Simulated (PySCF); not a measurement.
# EuN2 (Eu(N2)3+): the cost of one run

Method: several levels, as the steps say, no spin–orbit coupling; program: PySCF 2.14.0.

3 further runs of the same task are left out: 1 for a known fault of the program, 2 that didn't finish. Runs told in other sessions of the task aren't counted.

## (1) Starting geometry

3 atoms, charge 3, spin multiplicity 1.

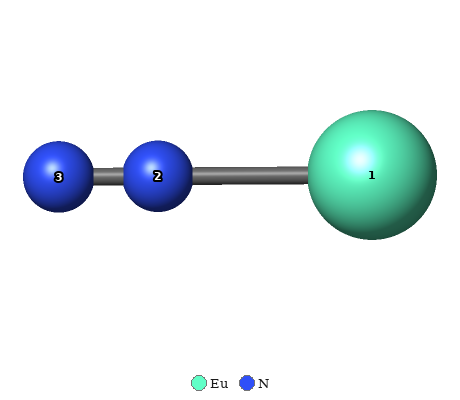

The structure; europium green, nitrogen blue; atoms are numbered from 1 in the order of the file.

As a file:

```
Eu    0.0000    0.0000   -0.4441
N     0.0000    0.0000    1.9821
N     0.0000    0.0000    3.1051
```

Formal oxidation states: Eu +3. Each metal's 6 4f electrons lie in its core potential, so multiplicities, spins and levels count the valence alone. An earlier session relaxed this geometry at PBE, Eu lcecp-1-SVP with ECP52, N def2-SVP (singlet, point group C∞v).

At PBE on the finer grid: E = -143.231950 Eh, HOMO -26.10 eV, LUMO -22.28 eV, Mulliken charge on Eu1 +2.65 e, largest force component 0.012 eV/Å. 

Levels to run: PBE0; r2SCAN; HF; wB97X; PBE, TZVP. Hardware: 2 threads of Arm Neoverse V1, shared host.

## (2) PBE0

run.py (the lines that set the calculation)

```python
mol = gto.M(atom='''
Eu     0.00000     0.00000    -0.44410
N      0.00000     0.00000     1.98212
N      0.00000     0.00000     3.10509''',
    basis={'Eu': 'lcecp-1-SVP', 'N': 'def2-SVP'},
    ecp={'Eu': 'lcecp-1-SVP'},
    charge=3, spin=0)
mf = dft.RKS(mol, xc='PBE0')
mf.grids.atom_grid = (75, 302)  # f atoms: unpruned, at least (60, 302)
mf = mf.density_fit()  # fitting sets: Eu AutoAux, N def2-universal-JKFIT
mf.conv_tol = 1e-08; mf.max_cycle = 55
mf.kernel(dm0)  # dm0: the density of the relaxed state
```

Launch:

```sh
$ OMP_NUM_THREADS=2 python run.py
```

**Question.** How long does this run take on 2 threads of Arm Neoverse V1, shared host?

About 1.2 s.
